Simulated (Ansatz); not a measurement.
**Effect of Al → Y on TiAl3**

The parent structure is TiAl₃ (space group I4/mmm, No. 139; a = 3.816 Å, c = 8.551 Å).

The change: every Al is replaced by Y, then cell and atoms are relaxed.

Computed with Kohn–Sham DFT with the PBEsol functional, run in Ansatz (a quantum-chemistry and plane-wave program) with PAW and 420 eV plane waves, scalar-relativistic without spin-orbit coupling. Γ-centred 14×14×14 mesh, Fermi–Dirac width 0.05 eV, for the changed cell.

```json
{
 "volume_per_atom": "26.56 Å³ (base 15.57 Å³)",
 "density": "4.92 g/cm³ (base 3.44 g/cm³)",
 "lattice_parameter_a": "4.757 Å (base 3.816 Å)",
 "c/a ratio": "1.975 (base 2.241)",
 "space_group": "I4/mmm (No. 139) (base I4/mmm (No. 139))",
 "shortest_interatomic_distance": "3.342 Å (base 2.698 Å)",
 "band_gap": "zero (base zero)"
}
```

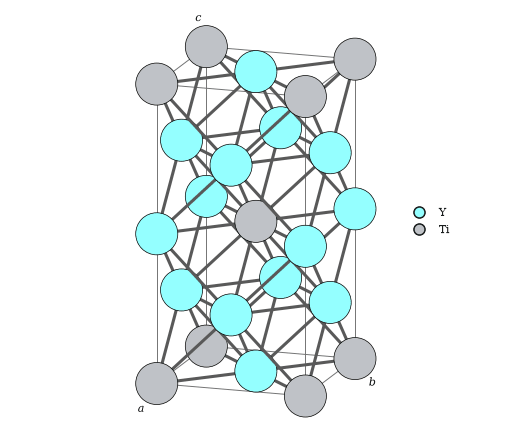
Fig. 1. The relaxed conventional cell after the change

No phonon test of stability was made. As relaxed here, Y3Ti is a hypothetical phase, not in the database extracts checked. The final runs are not spin-polarised. An odd electron count without spin: Y3Ti and TiAl3. Y3Ti has a high density of states at the Fermi level and may be magnetic at this level.
